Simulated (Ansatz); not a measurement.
# Convergence study of MgO

Wanted: the cost and the effect of other mixers, smearings and limits on one cell of MgO. We look at MgO: the measured crystal structure (space group Fm-3m), with 2 atoms per cell. Source: COD entry 9006461, which need not be the ambient phase.

The COD cell was measured well above room temperature, so it is larger than a cold one.

Computed with Ansatz 0.2.0 (DFT r2SCAN, PAW, plane waves, scalar-relativistic, unless a step's input says otherwise).

1 further run of the same task is left out (it didn't finish).

**1. Starting point**

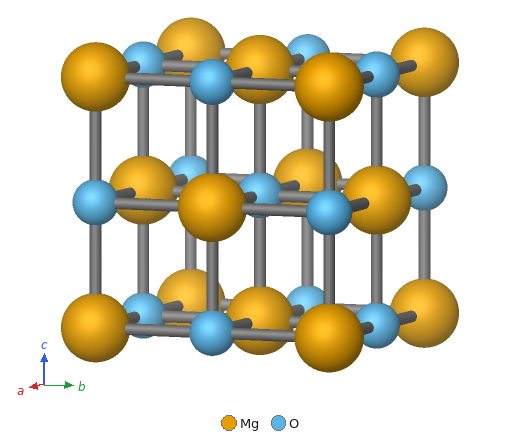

The starting structure, seen slightly off an axis (magnesium amber, oxygen blue). Atoms on the faces are drawn again on the opposite ones. The cell drawn here is the conventional one.

As a file:

```cif
data_structure
_symmetry_space_group_name_H-M 'P 1'
_symmetry_Int_Tables_number 1
_cell_length_a 3.0169
_cell_length_b 3.0169
_cell_length_c 3.0169
_cell_angle_alpha 60.000
_cell_angle_beta 60.000
_cell_angle_gamma 60.000
_cell_volume 19.42
loop_
_atom_site_label
_atom_site_type_symbol
_atom_site_fract_x
_atom_site_fract_y
_atom_site_fract_z
_atom_site_occupancy
Mg1 Mg 0.00000 0.00000 0.00000 1
O1 O 0.50000 0.50000 0.50000 1
```

In tables a label like O2 counts atoms in the order of input.yaml; a structure file may count by element.

After the default run come: Broyden, β 0.7, history 16, no preconditioner; Broyden, β 0.7, history 8, no preconditioner; MSR1 mixing, preconditioner none; Anderson, β 1.0, history 4, no preconditioner; density-residual threshold 1e-2 eV; Broyden, β 0.7, preconditioner Kerker; Broyden, β 0.3, history 4, no preconditioner.

The search for lower states is off throughout, and inputs that name a mixer don't switch to direct minimisation unless they say so. Spin polarisation is off.

**2. Default SCF settings**

The input, input.yaml:

```yaml
crystal:
  lattice:
    - [0.0, 2.13325, 2.13325]
    - [2.13325, 0.0, 2.13325]
    - [2.13325, 2.13325, 0.0]
  atoms:
    - { symbol: Mg, position: [0.0, 0.0, 0.0] }
    - { symbol: O, position: [0.5, 0.5, 0.5] }
hamiltonian:
  xc: r2scan
  pseudopotentials: { kind: paw }
basis:
  ecutwfc: 500
kpoints:
  mp_grid: { grid: [9, 9, 9] }
scf:
  occupations: { method: fermi_dirac, width: 0.02 }
  lower_state_search: "off"
output:
  forces: true
  stress: true
```

On the command line:

```
> ansatz run input.yaml --threads 2 --pin off --max-ram 5120MiB --backend cpu --events-out ev --progress --plain --runs-dir out
```

The program printed:

```text
Engine: ansatz 0.2.0, aarch64-unknown-linux-gnu
Pseudopotentials: kind: paw
Pseudopotential: Mg, paw, valence charge 10, recommended cutoff 500 eV (meta_gga), Mg.paw.azcp
Pseudopotential: O, paw, valence charge 6, recommended cutoff 500 eV (meta_gga), O.paw.azcp
Functional definition: r2SCAN
  parameter k0 = 0.174
  parameter k1 = 0.065
  parameter a1 = 4.9479
  exchange = r2scan_x(k0 = k0, k1 = k1, a1 = a1)
  correlation = r2scan_c
Crystal: 2 atoms, lattice volume = 19.416 Å³
Basis set: ecut = 500 eV, 531 PW (Γ), exchange–correlation on 96×96×96 points (64 copies of the dense FFT grid, shifted against one another)
Bands: 12, of which v1, the nominal top of the filled ones, is band 8 counted from 1 (7 counted from 0)
Symmetry: 48 space group operations
Space group: Fm-3m (ITA 225), of the structure as read, at distance tolerance 2.7e-5 Å
k-points: 35 of 729
Non-local potential: Mg, projectors of the file, l = 0: 3, l = 1: 2, l = 2: 1
Non-local potential: O, projectors of the file, l = 0: 2, l = 1: 2, l = 2: 1
PAW form: soft (Blöchl's): semilocal exchange-correlation on the pseudo side does not see the compensation charge
PAW frozen core: Mg, regenerated for the run's functional (the file was generated under x = pbe(κ = 0.804, μ = 0.2195149727645171), c = pbe(β = 0.06672455060314922))
PAW frozen core: O, regenerated for the run's functional (the file was generated under x = pbe(κ = 0.804, μ = 0.2195149727645171), c = pbe(β = 0.06672455060314922))
PAW one-centre angular grid: Mg, 302 points (default); XC on 224 Gauss nodes
PAW one-centre angular grid: O, 302 points (default); XC on 160 Gauss nodes
Initial density: superposition of atomic densities (neutral atoms: chi_scale 0, normalization atom), corrected by the library's trained network
Initial wavefunctions: pseudopotential atomic-orbital guess
Functional: x = r2scan, c = r2scan; τ floored in thin density (d = 2e-4 eV/Å³)
SCF iter   1: F=-2498.309877 eV  HF=-2498.238258 eV  |F-HF|=7.16e-2  |Δ(HF+E_count)|=         —  Δρ=1.00e-2  dr2=1.23e-2  dr2_τ=6.53e-2  ethr=1.77e-3  ⟨swp⟩=5.9  Hψ=2659  notcnv=0
preconditioner: auto → none  [insulator: Δε(μ)=5.185 eV  Ē_g=19.559 eV  σ=0.020 eV  W_gap=1.00  n_scr=8 (ndim 8)  ℏωp=23.8 eV  f_vac=0.000  D(μ)=0.00/eV (n_scr^D=0)  ε∞_Penn≈2.5]
SCF iter   2: F=-2498.316785 eV  HF=-2498.316839 eV  |F-HF|=5.41e-5  |Δ(HF+E_count)|=   7.86e-2  Δρ=4.91e-3  dr2=1.64e-3  dr2_τ=3.32e-4  ethr=7.69e-5  ⟨swp⟩=3.0  Hψ=1333  notcnv=0
SCF iter   3: F=-2498.316844 eV  HF=-2498.316919 eV  |F-HF|=7.50e-5  |Δ(HF+E_count)|=   8.04e-5  Δρ=1.18e-3  dr2=2.18e-4  dr2_τ=2.83e-5  ethr=1.03e-5  ⟨swp⟩=3.0  Hψ=980  notcnv=0
SCF iter   4: F=-2498.316869 eV  HF=-2498.316897 eV  |F-HF|=2.80e-5  |Δ(HF+E_count)|=   2.21e-5  Δρ=5.25e-4  dr2=3.48e-5  dr2_τ=4.88e-6  ethr=1.36e-6  ⟨swp⟩=2.0  Hψ=683  notcnv=0
SCF iter   5: F=-2498.316886 eV  HF=-2498.316885 eV  |F-HF|=8.68e-8  |Δ(HF+E_count)|=   1.18e-5  Δρ=4.30e-5  dr2=1.36e-7  dr2_τ=3.93e-8  ethr=2.18e-7  ⟨swp⟩=2.0  Hψ=517  notcnv=0
SCF iter   6: F=-2498.316886 eV  HF=-2498.316886 eV  |F-HF|=8.65e-10  |Δ(HF+E_count)|=   1.39e-7  Δρ=8.62e-6  dr2=3.54e-9  dr2_τ=1.35e-9  ethr=6.25e-10  ⟨swp⟩=4.2  Hψ=1267  notcnv=0
SCF 1 converged in 6 iterations: F = -2498.316886 eV  dr2 = 3.54e-9
SCF converged after 6 iterations
Free energy (F): -2498.316886 eV
Harris-Foulkes:  -2498.316886 eV  (|F-HF|=8.65e-10)
Internal energy: -2498.316886 eV  (E = F + TS)
E sigma→0 (E₀):  -2498.316886 eV
Fermi energy:    9.892109 eV
--- Per-component energies (eV) ---
  E_band       = -320.268085
  E_kinetic    = 255.460904
  E_local      = -1629.165055  (includes V_loc(G=0)·N_el)
  E_nonlocal   = 142.460203
  E_hartree    = 564.828303
  E_xc         = -102.868053
  E_vxc        = -148.528929  (∫ρ·V_xc dr)
  E_paw        = -456.061077  (= ΣΔE_a)
  E_vpaw       = -79.814890  (= ΣTr[D̂ρ^β])
  E_aug_tail   = 0.001179  (compensation charges beyond the density's cutoff)
  E_vtau       = 9.663148  (kinetic-family band-sum trace: ∫τ·v_τ [+ j·A + Jᵃ·Aᵃ] dr)
  E_ewald      = -1272.915140
  E_core_change = -0.058149  (= ΣΔE_core)
  E_smearing   = -0.000000  (= −TS)
  E_closure    = -0.000000  (closes the sum)
  Σ components = -2498.316886   (vs F -2498.316886, Δ=0.00e0)
--- Forces (eV/Å), atoms counted from 1 ---
  atom   1  Mg    -0.00000000    -0.00000000    -0.00000000
  atom   2  O      0.00000000    -0.00000000    -0.00000000
  max |Σ_I F_I| component: 1.53e-29 eV/Å
--- Stress (GPa, compression-positive) ---
       -6.700327      -0.000000       0.000000
       -0.000000      -6.700327       0.000000
        0.000000      -0.000000      -6.700327
  P = ⅓ Tr σ = -6.7003 GPa (-67.003 kbar)
```

Wall time 1.1 s (2 threads of Arm Neoverse V1, shared host); peak memory 0.31 GiB.

With the default settings (MSR1 mixing, preconditioner none) the run converges in 6 iterations, with a gap of 5.25 eV on the k-mesh.

**3. Broyden, β 0.7, history 16, no preconditioner**

Changes to input.yaml since step 2:

```diff
@@ -18,2 +18,5 @@
   lower_state_search: "off"
+  algorithm: density_mixing
+  max_iter: 60
+  mixing: { algorithm: broyden, ndim: 16, beta: 0.7, preconditioner: none }
 output:
```

On the command line:

```
> ansatz run input.yaml --threads 2 --pin off --max-ram 5120MiB --backend cpu --events-out ev --progress --plain --runs-dir out
```

The program printed (excerpt; [...] marks lines left out):

```text
[... 26 lines as in an earlier run ...]
SCF iter   1: F=-2498.309877 eV  HF=-2498.238258 eV  |F-HF|=7.16e-2  |Δ(HF+E_count)|=         —  Δρ=1.00e-2  dr2=1.23e-2  dr2_τ=6.53e-2  ethr=1.77e-3  ⟨swp⟩=5.9  Hψ=2659  notcnv=0
[...]
SCF iter   6: F=-2498.316886 eV  HF=-2498.316886 eV  |F-HF|=4.66e-9  |Δ(HF+E_count)|=   5.50e-8  Δρ=7.33e-6  dr2=2.60e-9  dr2_τ=1.43e-9  ethr=4.26e-10  ⟨swp⟩=2.9  Hψ=1394  notcnv=0
[...]
SCF converged after 6 iterations
Stability not checked: this state was not tested for a lower state beside it, because the mixer in use, unlike msr1, does not test its closes by its own steps (another_mixer; see scf.mixing.algorithm and scf.lower_state_search)
Free energy (F): -2498.316886 eV
[...]
E sigma→0 (E₀):  -2498.316886 eV
Fermi energy:    9.892122 eV
[... 26 lines left out: energy terms, forces, stress ...]
```

Wall time 1.1 s (2 threads of Arm Neoverse V1, shared host); peak memory 0.31 GiB.

6 iterations, as in the default run; the same free energy.

**4. Broyden, β 0.7, history 8, no preconditioner**

Changes to input.yaml since step 3:

```diff
@@ -20,3 +20,3 @@
   max_iter: 60
-  mixing: { algorithm: broyden, ndim: 16, beta: 0.7, preconditioner: none }
+  mixing: { algorithm: broyden, ndim: 8, beta: 0.7, preconditioner: none }
 output:
```

On the command line:

```
> ansatz run input.yaml --threads 2 --pin off --max-ram 5120MiB --backend cpu --events-out ev --progress --plain --runs-dir out
```

The program printed (excerpt; [...] marks lines left out):

```text
[... 26 lines as in an earlier run ...]
SCF iter   1: F=-2498.309877 eV  HF=-2498.238258 eV  |F-HF|=7.16e-2  |Δ(HF+E_count)|=         —  Δρ=1.00e-2  dr2=1.23e-2  dr2_τ=6.53e-2  ethr=1.77e-3  ⟨swp⟩=5.9  Hψ=2659  notcnv=0
[...]
SCF iter   6: F=-2498.316886 eV  HF=-2498.316886 eV  |F-HF|=4.66e-9  |Δ(HF+E_count)|=   5.50e-8  Δρ=7.33e-6  dr2=2.60e-9  dr2_τ=1.43e-9  ethr=4.26e-10  ⟨swp⟩=2.9  Hψ=1394  notcnv=0
[...]
SCF converged after 6 iterations
[... 1 line as in an earlier run ...]
Free energy (F): -2498.316886 eV
[...]
E sigma→0 (E₀):  -2498.316886 eV
Fermi energy:    9.892122 eV
[... 26 lines left out: energy terms, forces, stress ...]
```

Wall time 1.1 s (2 threads of Arm Neoverse V1, shared host); peak memory 0.31 GiB.

6 iterations, as in the default run; the same free energy.

**5. MSR1 mixing, preconditioner none**

Changes to input.yaml since step 4:

```diff
@@ -20,3 +20,3 @@
   max_iter: 60
-  mixing: { algorithm: broyden, ndim: 8, beta: 0.7, preconditioner: none }
+  mixing: { algorithm: msr1, preconditioner: none }
 output:
```

On the command line:

```
> ansatz run input.yaml --threads 2 --pin off --max-ram 5120MiB --backend cpu --events-out ev --progress --plain --runs-dir out
```

The program printed (excerpt; [...] marks lines left out):

```text
[... 26 lines as in an earlier run ...]
SCF iter   1: F=-2498.309877 eV  HF=-2498.238258 eV  |F-HF|=7.16e-2  |Δ(HF+E_count)|=         —  Δρ=1.00e-2  dr2=1.23e-2  dr2_τ=6.53e-2  ethr=1.77e-3  ⟨swp⟩=5.9  Hψ=2659  notcnv=0
[...]
SCF iter   6: F=-2498.316886 eV  HF=-2498.316886 eV  |F-HF|=8.65e-10  |Δ(HF+E_count)|=   1.39e-7  Δρ=8.62e-6  dr2=3.54e-9  dr2_τ=1.35e-9  ethr=6.25e-10  ⟨swp⟩=4.2  Hψ=1267  notcnv=0
[...]
SCF converged after 6 iterations
Free energy (F): -2498.316886 eV
[...]
E sigma→0 (E₀):  -2498.316886 eV
Fermi energy:    9.892109 eV
[... 26 lines left out: energy terms, forces, stress ...]
```

It took 1.1 s on 2 threads of Arm Neoverse V1, shared host; peak memory 0.31 GiB.

The count stays at 6. Against the default run: the same free energy.

**6. Anderson, β 1.0, history 4, no preconditioner**

Changes to input.yaml since step 5:

```diff
@@ -20,3 +20,3 @@
   max_iter: 60
-  mixing: { algorithm: msr1, preconditioner: none }
+  mixing: { algorithm: anderson, ndim: 4, beta: 1.0, preconditioner: none }
 output:
```

On the command line:

```
> ansatz run input.yaml --threads 2 --pin off --max-ram 5120MiB --backend cpu --events-out ev --progress --plain --runs-dir out
```

The program printed (excerpt; [...] marks lines left out):

```text
[... 26 lines as in an earlier run ...]
SCF iter   1: F=-2498.309877 eV  HF=-2498.238258 eV  |F-HF|=7.16e-2  |Δ(HF+E_count)|=         —  Δρ=1.00e-2  dr2=1.23e-2  dr2_τ=6.53e-2  ethr=1.77e-3  ⟨swp⟩=5.9  Hψ=2659  notcnv=0
[...]
SCF iter   6: F=-2498.316886 eV  HF=-2498.316886 eV  |F-HF|=1.91e-11  |Δ(HF+E_count)|=   2.42e-8  Δρ=5.84e-7  dr2=2.08e-11  dr2_τ=8.51e-12  ethr=2.34e-10  ⟨swp⟩=2.1  Hψ=1471  notcnv=0
[...]
SCF converged after 6 iterations
[... 1 line as in an earlier run ...]
Free energy (F): -2498.316886 eV
[...]
E sigma→0 (E₀):  -2498.316886 eV
Fermi energy:    9.892123 eV
[... 26 lines left out: energy terms, forces, stress ...]
```

Run time: 1.1 s. Hardware: 2 threads of Arm Neoverse V1, shared host; peak memory 0.31 GiB.

The count stays at 6. Against the default run: the same free energy.

**7. Density-residual threshold 1e-2 eV**

Changes to input.yaml since step 6:

```diff
@@ -18,5 +18,3 @@
   lower_state_search: "off"
-  algorithm: density_mixing
-  max_iter: 60
-  mixing: { algorithm: anderson, ndim: 4, beta: 1.0, preconditioner: none }
+  convergence: { dr2_threshold: "1e-2 eV" }
 output:
```

On the command line:

```
> ansatz run input.yaml --threads 2 --pin off --max-ram 5120MiB --backend cpu --events-out ev --progress --plain --runs-dir out
```

The program printed (excerpt; [...] marks lines left out):

```text
Warning: scf.convergence.dr2_threshold = 1e-2 eV is looser than this run's default, which is 1e-7 eV or tighter. The error in the forces grows as the threshold's square root, so leave the key out unless less accurate forces are enough
Warning: output.stress: scf.convergence.dr2_threshold = 1e-2 eV is looser than the 2e-10 eV advised for a printed stress (1e-10 eV for each atom of the cell: 2). What an SCF threshold leaves in a stress goes as its square root, and in the free energy as the threshold itself, and one [...]
[... 26 lines as in an earlier run ...]
SCF iter   1: F=-2498.309877 eV  HF=-2498.238258 eV  |F-HF|=7.16e-2  |Δ(HF+E_count)|=         —  Δρ=1.00e-2  dr2=1.23e-2  dr2_τ=6.53e-2  ethr=1.77e-3  ⟨swp⟩=5.9  Hψ=2519  notcnv=0
[...]
SCF iter   6: F=-2498.316886 eV  HF=-2498.316886 eV  |F-HF|=8.64e-10  |Δ(HF+E_count)|=   1.37e-7  Δρ=8.64e-6  dr2=3.52e-9  dr2_τ=1.34e-9  ethr=8.48e-10  ⟨swp⟩=1.0  Hψ=1128  notcnv=0
[...]
SCF converged after 6 iterations
Free energy (F): -2498.316886 eV
[...]
E sigma→0 (E₀):  -2498.316886 eV
Fermi energy:    9.892109 eV
[...]
--- Forces (eV/Å), atoms counted from 1 ---
  atom   1  Mg    -0.00000000     0.00000000     0.00000000
  atom   2  O      0.00000000    -0.00000000     0.00000000
[...]
--- Stress (GPa, compression-positive) ---
       -6.700468      -0.000000      -0.000000
       -0.000000      -6.700468       0.000000
        0.000000      -0.000000      -6.700468
  P = ⅓ Tr σ = -6.7005 GPa (-67.005 kbar)
```

It took 1.1 s on 2 threads of Arm Neoverse V1, shared host; peak memory 0.31 GiB.

6 iterations, as in the default run; the same free energy, the program's other tests kept it going past the loose threshold.

Such a setting isn't fit for results; the run shows only what it costs.

**8. Broyden, β 0.7, preconditioner Kerker**

Changes to input.yaml since step 7:

```diff
@@ -18,3 +18,5 @@
   lower_state_search: "off"
-  convergence: { dr2_threshold: "1e-2 eV" }
+  algorithm: density_mixing
+  max_iter: 60
+  mixing: { algorithm: broyden, beta: 0.7, preconditioner: kerker }
 output:
```

On the command line:

```
> ansatz run input.yaml --threads 2 --pin off --max-ram 5120MiB --backend cpu --events-out ev --progress --plain --runs-dir out
```

The program printed (excerpt; [...] marks lines left out):

```text
[... 26 lines as in an earlier run ...]
SCF iter   1: F=-2498.309877 eV  HF=-2498.238258 eV  |F-HF|=7.16e-2  |Δ(HF+E_count)|=         —  Δρ=1.00e-2  dr2=1.23e-2  dr2_τ=6.53e-2  ethr=1.77e-3  ⟨swp⟩=5.9  Hψ=2659  notcnv=0
[...]
SCF iter   7: F=-2498.316886 eV  HF=-2498.316886 eV  |F-HF|=9.36e-9  |Δ(HF+E_count)|=   8.03e-8  Δρ=9.16e-6  dr2=7.86e-9  dr2_τ=1.01e-9  ethr=6.25e-10  ⟨swp⟩=4.0  Hψ=1260  notcnv=0
[...]
SCF converged after 7 iterations
[... 1 line as in an earlier run ...]
Free energy (F): -2498.316886 eV
[...]
E sigma→0 (E₀):  -2498.316886 eV
Fermi energy:    9.892181 eV
[... 26 lines left out: energy terms, forces, stress ...]
```

Wall time 1.1 s (2 threads of Arm Neoverse V1, shared host); peak memory 0.31 GiB.

It takes 7 iterations (default 6). Against the default run: the same free energy.

**9. Broyden, β 0.3, history 4, no preconditioner**

Changes to input.yaml since step 8:

```diff
@@ -20,3 +20,3 @@
   max_iter: 60
-  mixing: { algorithm: broyden, beta: 0.7, preconditioner: kerker }
+  mixing: { algorithm: broyden, ndim: 4, beta: 0.3, preconditioner: none }
 output:
```

On the command line:

```
> ansatz run input.yaml --threads 2 --pin off --max-ram 5120MiB --backend cpu --events-out ev --progress --plain --runs-dir out
```

The program printed (excerpt; [...] marks lines left out):

```text
[... 26 lines as in an earlier run ...]
SCF iter   1: F=-2498.309877 eV  HF=-2498.238258 eV  |F-HF|=7.16e-2  |Δ(HF+E_count)|=         —  Δρ=1.00e-2  dr2=1.23e-2  dr2_τ=6.53e-2  ethr=1.77e-3  ⟨swp⟩=5.9  Hψ=2659  notcnv=0
[...]
SCF iter   7: F=-2498.316886 eV  HF=-2498.316886 eV  |F-HF|=3.09e-8  |Δ(HF+E_count)|=   1.07e-6  Δρ=1.78e-5  dr2=1.16e-8  dr2_τ=8.19e-9  ethr=6.25e-10  ⟨swp⟩=3.1  Hψ=1606  notcnv=0
[...]
SCF converged after 7 iterations
[... 1 line as in an earlier run ...]
Free energy (F): -2498.316886 eV
[...]
E sigma→0 (E₀):  -2498.316886 eV
Fermi energy:    9.892089 eV
[... 26 lines left out: energy terms, forces, stress ...]
```

Wall time 1.2 s (2 threads of Arm Neoverse V1, shared host); peak memory 0.31 GiB.

7 iterations against 6; the same free energy.

**10. Comparison**

| step | settings | iterations | time | against the default run |
| --- | --- | --- | --- | --- |
| 2 | default SCF settings | 6 | 1.1 s | reference |
| 3 | Broyden, β 0.7, history 16, no preconditioner | 6 | 1.1 s | the same free energy |
| 4 | Broyden, β 0.7, history 8, no preconditioner | 6 | 1.1 s | the same free energy |
| 5 | MSR1 mixing, preconditioner none | 6 | 1.1 s | the same free energy |
| 6 | Anderson, β 1.0, history 4, no preconditioner | 6 | 1.1 s | the same free energy |
| 7 | density-residual threshold 1e-2 eV | 6 | 1.1 s | the same free energy, the program's other tests kept it going past the loose threshold |
| 8 | Broyden, β 0.7, preconditioner Kerker | 7 | 1.1 s | the same free energy |
| 9 | Broyden, β 0.3, history 4, no preconditioner | 7 | 1.2 s | the same free energy |

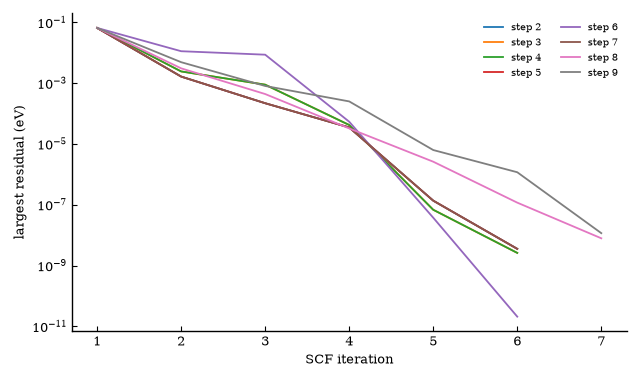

Residual along the iterations.

**11. Outcome**

| quantity | value |
| --- | --- |
| default run | 6 iterations, with a gap of 5.25 eV on the k-mesh |
| fewest iterations to that state among the runs shown | 6 (default SCF settings) |
| most iterations to it | 7 (Broyden, β 0.3, history 4, no preconditioner) |
| runs that end in another state, among changes of path alone | 0 |

**Reading.** 7 runs solve the same problem and reach the default's state, in 6 to 7 iterations: there the settings change the path, not the answer. Other settings tried on this cell gave no result: linear mixing, β 0.7, no preconditioner (not converged after 60 iterations, still settling); iteration limit 5 (not converged after 5 iterations, still settling); cutoff 30 eV (input refused). Counts include iterations that the program adds to test a close, so a difference of one or two ranks nothing. The starting density is a sum of atomic densities corrected by a trained network, so it is already close to self-consistency.
